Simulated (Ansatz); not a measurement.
System: H5K4 (charge −1).

The calculation's input:

```
crystal:
  periodic: [false, false, false]
  atoms:
    - {symbol: K, position_ang: [-2.278747, 1.261713, -0.541150]}
    - {symbol: K, position_ang: [1.247463, 2.349303, 0.193714]}
    - {symbol: K, position_ang: [-1.246007, -2.341018, -0.190111]}
    - {symbol: K, position_ang: [2.282390, -1.267539, 0.530692]}
    - {symbol: H, position_ang: [-1.008140, 3.506376, -0.330120]}
    - {symbol: H, position_ang: [1.003259, -3.509160, 0.335184]}
    - {symbol: H, position_ang: [0.005374, 0.002184, -0.003811]}
    - {symbol: H, position_ang: [-3.430664, -1.050203, -0.703519]}
    - {symbol: H, position_ang: [3.425072, 1.048343, 0.709120]}
basis:
  gaussian: {orbitals: def2-TZVPD, initial_orbitals: start.molden}
total_charge: -1
hamiltonian: {xc: pbe0, dispersion: d4}
scf: {omitted_lower_state_checks: [starts]}
output: {orbitals: {seedname: orbitals}}
```

Run with:

```sh
ansatz run in.yaml --threads 4 --pin off --events-out ev --progress --plain --max-ram 3916MiB
```

Geometry: PBE0-D4/def2-SVPD.

Level of theory: RKS PBE0-D4/def2-TZVPD (Ansatz 0.2.0).

Question: What will maps of the electron density and electron localisation function show?

Answer: K–K (3.76 Å): ρ at the midpoint is about 0.03 e/Å³; the ELF is about 0 at the midpoint.
K–H (2.59 Å): the density is about 0.13 e/Å³ at the midpoint; the ELF climbs to about 1 towards the hydrogen.

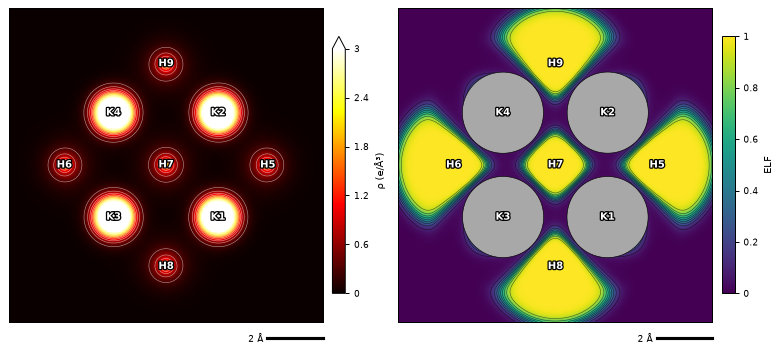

Computed electron density and electron localisation function on the molecular plane, in this order. Grey discs cover the atomic cores in the ELF map. 
